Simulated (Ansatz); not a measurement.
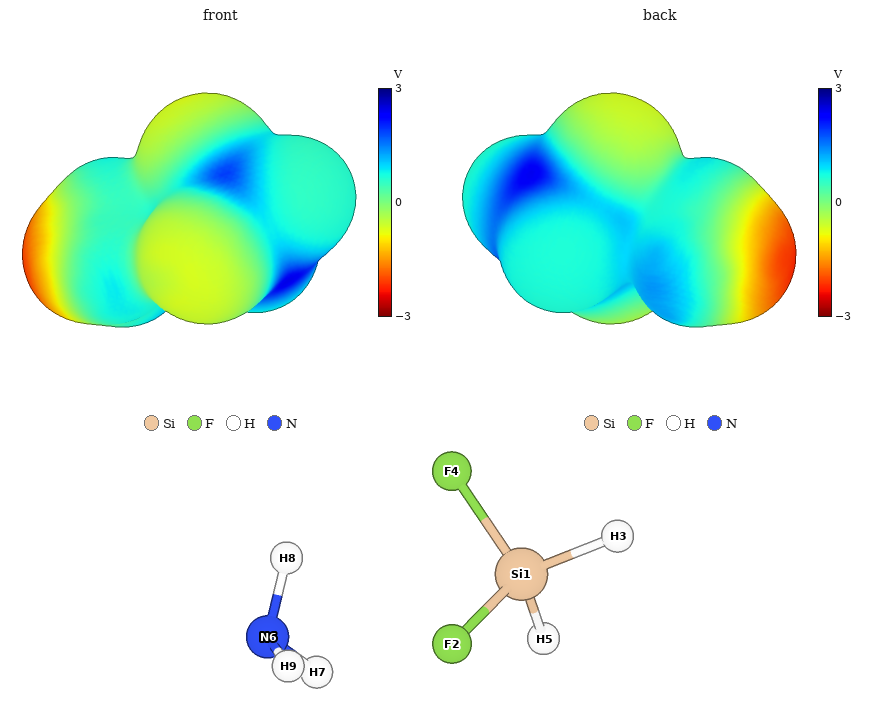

Figure. F$_{2}$H$_{2}$Si···NH$_{3}$. The molecular electrostatic potential painted on the density surface at 0.002 e/bohr³, seen from the front and from behind; the colour scale runs from red (negative) to blue (positive). The bare structure is drawn below in the same view.

The calculation used RKS B3LYP/def2-SVP (Ansatz 0.2.0).

```
atom    x (Å)    y (Å)    z (Å)
  Si   0.3762  -0.0012  -0.1361
   F   0.4306  -0.2771   1.4585
   H   1.7602   0.2171  -0.6080
   F  -0.4562   1.3659  -0.3802
   H  -0.3243  -1.1195  -0.7985
   N  -2.7636   0.0201   1.3920
   H  -2.8330  -0.7472   0.7218
   H  -2.5212   0.8558   0.8582
   H  -1.9610  -0.1818   1.9892
```

Which sites attract a positive test charge, and which a negative one?

A positive charge is drawn to the negative regions and a negative charge to the positive ones. The most negative region (about −2.1 V) lies over N6, the most positive (about +2.3 V) over Si1. N6 is the likeliest acceptor of a hydrogen bond.
